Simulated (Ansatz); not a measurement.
System: H7Li6 (charge −1).

```yaml
atoms:
  - { symbol: Li, position_ang: [-1.2323, 0.4725, -1.4323] }
  - { symbol: Li, position_ang: [1.2154, -0.2632, -2.1053] }
  - { symbol: Li, position_ang: [2.1139, -0.1478, 1.4445] }
  - { symbol: Li, position_ang: [0.1621, -1.0744, 0.1339] }
  - { symbol: Li, position_ang: [0.9840, 1.6198, -0.0576] }
  - { symbol: Li, position_ang: [-0.1002, 0.5855, 2.0210] }
  - { symbol: H, position_ang: [-0.3508, -1.1373, -1.5980] }
  - { symbol: H, position_ang: [-2.7791, -0.7271, -0.9586] }
  - { symbol: H, position_ang: [-0.6816, 0.6464, 0.3309] }
  - { symbol: H, position_ang: [1.8009, -0.1797, -0.3151] }
  - { symbol: H, position_ang: [-3.2123, -0.1660, -1.2317] }
  - { symbol: H, position_ang: [0.6412, -1.1075, 1.9914] }
  - { symbol: H, position_ang: [1.4387, 1.4789, 1.7770] }
```

Geometry: PBE0-D4/def2-TZVPD; the highest occupied orbital lies above zero, a sign that basis and functional describe the outermost electron poorly.

The calculation used RKS PBE0-D4/def2-TZVPD in Ansatz 0.2.0.

Q: What can the converged electron density and electron localisation function tell about the bonding?

A: Li–Li (2.53 Å): ρ is about 0.09 e/Å³ halfway; the ELF is about 0.15 at the midpoint.
Li–H (1.79 Å): the density is about 0.18 e/Å³ at the midpoint; the ELF climbs to about 1 towards the hydrogen.

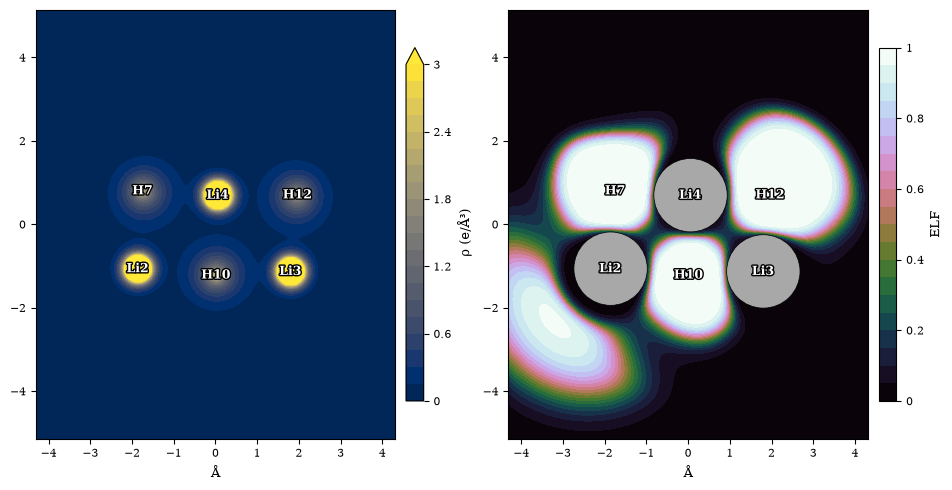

Computed electron density and electron localisation function on the plane of atoms Li3, H10 and Li4, in this order. Grey discs cover the atomic cores in the ELF map. 
